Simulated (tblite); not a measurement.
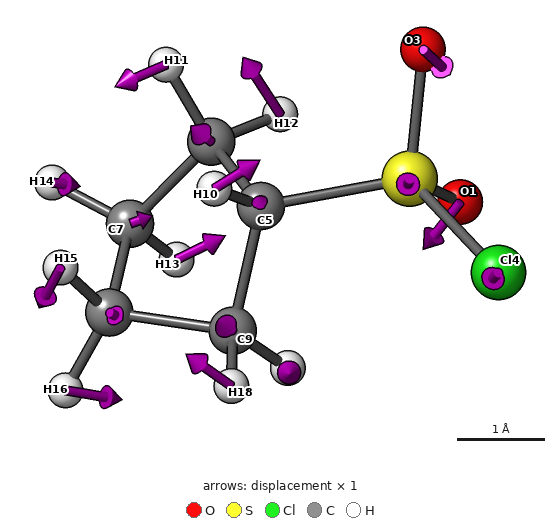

This is a relaxation of C5H9ClO2S. The starting structure is drawn; purple arrows show the displacements, at their true length. The two geometries are superimposed by the best rigid fit.

The picture is a ball-and-stick view, seen at a tilt.

The calculation used GFN2-xTB geometry optimisation, gas phase in tblite. 

> What happened in the run?

The largest move after the best rigid fit is that of an H atom, 1.01 Å. Largest moves by element: H 1.01 Å, O 0.81 Å, S 0.50 Å, Cl 0.48 Å, C 0.45 Å. Among the contacts that change: O–S 1.536 → 1.428 Å, O–S 1.491 → 1.427 Å, C–S 1.754 → 1.817 Å, C–H 1.130 → 1.089 Å. Among the angles between lasting bonds that change: Cl–S–C 114.8° → 101.0°, C–C–H 104.4° → 116.2°, S–C–H 114.7° → 104.1°. Groups turn about C–C by about 50°, C–C by about 45°, C–C by about 30°. Over 116 geometry steps the energy falls by 111.2 kJ/mol.
